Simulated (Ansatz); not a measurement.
## C$_{3}$H$_{9}$GeNO: single-point calculation

C$_{3}$H$_{9}$GeNO, SMILES CC(C)[O][Ge][NH2], computed with RKS PBE0-d3bjatm/aug-pcseg-2 (Ansatz 0.2.0).

Some settings of this run were made unusual or wrong on purpose. The geometry comes from this level: PBE0-D4/def2-TZVP. Figures and captions count atoms from 1; the log counts them from 0 in places.

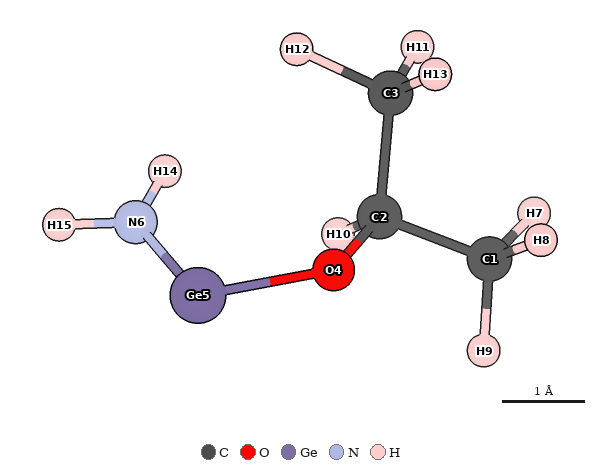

*The structure (ball-and-stick view, seen on its broad side; atoms are numbered from 1 in the order of the input). Sticks mark near contacts.*

Outcome

- outcome: converged
- total energy: −63300.8419 eV
- mean-field energy: −63300.5357 eV
- dispersion energy: −0.3062 eV
- SCF solution under orbital rotations: stable
- largest force (length of the vector): 11.375 eV/Å
- dipole moment: 2.57 D
- hardware: 4 threads of Arm Neoverse V2, 23 GiB of memory available, shared host
- wall time: 14 s (CPU time 53 s)
- peak memory: 1.4 GiB

What went wrong

This input holds a deliberate fault: damping. The run converged all the same; its numbers are those of the faulty input and shouldn't be used.

Input
```yaml
crystal:
  periodic: [false, false, false]
  atoms:
    - {symbol: C, position_ang: [-0.450321, -0.907419, 1.645824]}
    - {symbol: C, position_ang: [-0.235184, -0.206720, 0.392580]}
    - {symbol: C, position_ang: [0.433084, -1.251495, -0.572231]}
    - {symbol: O, position_ang: [0.811261, 0.748988, 0.740260]}
    - {symbol: Ge, position_ang: [1.126717, 2.249820, -0.048695]}
    - {symbol: N, position_ang: [0.073467, 2.138751, -1.462665]}
    - {symbol: H, position_ang: [-1.282009, -1.770799, 1.403780]}
    - {symbol: H, position_ang: [0.388455, -1.463145, 2.046114]}
    - {symbol: H, position_ang: [-0.949447, -0.155194, 2.379608]}
    - {symbol: H, position_ang: [-1.046052, 0.247264, 0.064914]}
    - {symbol: H, position_ang: [-0.097882, -1.927877, -0.904379]}
    - {symbol: H, position_ang: [0.966541, -0.684217, -1.646694]}
    - {symbol: H, position_ang: [1.373625, -1.735150, -0.206943]}
    - {symbol: H, position_ang: [-0.497528, 1.400274, -1.828439]}
    - {symbol: H, position_ang: [-0.074671, 2.860931, -2.086146]}
basis:
  gaussian: {orbitals: aug-pcseg-2, fitting: {mean_field: cc-pVTZ-jkfit}}
hamiltonian: {xc: {name: PBE0}, dispersion: d4}
output: {forces: true}
```

Launch command:
```bash
ansatz run in.yaml --threads 4 --pin off --events-out ev --progress --plain --max-ram 11315MiB
```

The program's output
```
Functional definition: PBE0
  name "PBE0"
  cite "Adamo & Barone, J. Chem. Phys. 110, 6158 (1999) doi:10.1063/1.478522"
  cite "Perdew, Burke & Ernzerhof, Phys. Rev. Lett. 77, 3865 (1996) doi:10.1103/PhysRevLett.77.3865"
  parent pbe
  parameter a = 0.25
  parameter kappa = 0.804
  parameter beta = 0.06672455060314922
  exchange = (1 - a)*pbe_x(kappa = kappa, mu = beta*pi^2/3) + a*exact_x
  correlation = pbe_c(beta = beta)
872 factors; integrals over basis functions are off by at most 8.0e-1 eV
mean field evaluation 1: about -63280.2022 eV, gradient 9.9e1 eV
mean field evaluation 2: about -63238.8863 eV, gradient 1.6e2 eV
mean field evaluation 4: about -63300.0776 eV, gradient 1.6e1 eV
mean field evaluation 8: about -63300.5355 eV, gradient 3.2e-1 eV
mean field evaluation 16: about -63300.5357 eV, gradient 7.9e-5 eV
mean field -63300.53567222 eV, -2326.2517793101 hartree, gradient 7.9e-5 eV, S^2 0.000000; 0 other end points of the search recorded, 0 dependent functions left out
the calculation of the forces begins
reference -63300.53572915 eV, -2326.2517814022 hartree; 37, 37 occupied and 459, 459 virtual orbitals, 872 factors
Total energy: -63300.84189469 eV, -2326.2630327783 hartree
Atom 0 at    -0.450321    -0.907419     1.645824 Å, force    -4.728717    -1.666881     1.682936 eV/Å
Atom 1 at    -0.235184    -0.206720     0.392580 Å, force     7.488564    -2.816499     0.633266 eV/Å
Atom 2 at     0.433084    -1.251495    -0.572231 Å, force     7.397150     8.636949    -0.269404 eV/Å
Atom 3 at     0.811261     0.748988     0.740260 Å, force    -1.137477    -1.335695     0.137145 eV/Å
Atom 4 at     1.126717     2.249820    -0.048695 Å, force     1.442956     1.731064     0.556469 eV/Å
Atom 5 at     0.073467     2.138751    -1.462665 Å, force    -1.127915    -1.506656    -0.534155 eV/Å
Atom 6 at    -1.282009    -1.770799     1.403780 Å, force     1.687211     1.961608     0.835863 eV/Å
Atom 7 at     0.388455    -1.463145     2.046114 Å, force     0.297461     0.443698     0.099151 eV/Å
Atom 8 at    -0.949447    -0.155194     2.379608 Å, force     1.038043    -1.595329    -0.778198 eV/Å
Atom 9 at    -1.046052     0.247264     0.064914 Å, force    -3.811937     2.069976    -1.902415 eV/Å
Atom 10 at    -0.097882    -1.927877    -0.904379 Å, force    -5.843124    -6.650137    -3.226978 eV/Å
Atom 11 at     0.966541    -0.684217    -1.646694 Å, force    -1.883702    -1.381251     3.049771 eV/Å
Atom 12 at     1.373625    -1.735150    -0.206943 Å, force    -0.905404     0.689220     0.513540 eV/Å
Atom 13 at    -0.497528     1.400274    -1.828439 Å, force    -0.037892    -0.700769     0.368063 eV/Å
Atom 14 at    -0.074671     2.860931    -2.086146 Å, force     0.124782     2.120703    -1.165054 eV/Å
Dipole moment:    -0.378553    -0.168581    -0.338178 e Å
```
